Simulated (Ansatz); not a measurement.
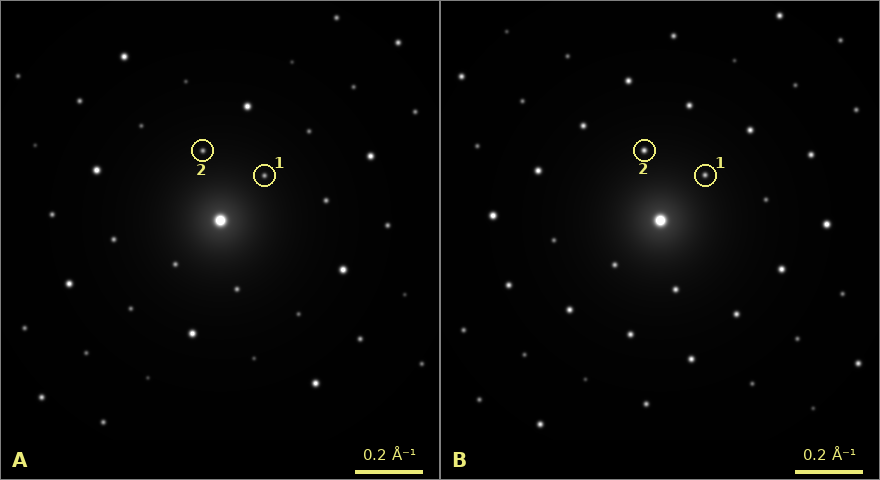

Kinematic electron diffraction patterns (120 kV, B = 0.5 Å², same scale) along [100] of the run's own cell, for the start and the end of one relaxation of Mo2As2C3 with DFT, PAW plane waves, pbesol in Ansatz. k mesh 6×6×4. The start is a generated model structure, and the relaxation ends in the nearest stationary point of its symmetry, not necessarily the ground state. Spot 1 is 0 -1 0 and spot 2 is 0 -1 -1 in both.

Start structure:

```
As Mo C
1.0
     0.00000    3.19682    0.00000
     5.65096   -1.59841    0.00000
     2.15095    0.00000   -5.04038
As Mo C
2 2 3
Direct
  0.39147 0.78294 0.81937
  0.60853 0.21706 0.18063
  0.15766 0.31532 0.67410
  0.84234 0.68468 0.32590
  0.25120 0.50240 0.26800
  0.74880 0.49760 0.73200
  0.00000 0.00000 0.00000
```

Which pattern belongs to the start structure, and which to the relaxed one?

Answer. B is the start: its cell gives d(1) = 5.197 Å, d(2) = 4.642 Å and an angle of 57.9°. A is the relaxed structure, with d(1) = 5.266 Å (+1.3 %), d(2) = 4.643 Å (+0.0 %) and 59.0°.

Name reflections whose intensity changes strongly on relaxation.

Answer. 0 3 2 fades out of sight; 0 2 2 goes from 46 to 1.1 % of the strongest spot; 0 1 2 goes from 32 to 2.6 % of the strongest spot; 0 1 -2 goes from 100 to 12 % of the strongest spot.

What did the relaxation do to the structure and the energy?

Answer. The volume changed by -3.4 % to 12.56 Å³ an atom; with the mean shift removed, the atoms moved by up to 0.78 Å relative to the cell (C most); the space group stayed C2/m (No. 12); the free energy fell by 310 meV an atom. Relaxed cell: a = 3.083 Å, b = 5.931 Å, c = 5.418 Å, α = 67.69°, β = 90.00°, γ = 105.06°.
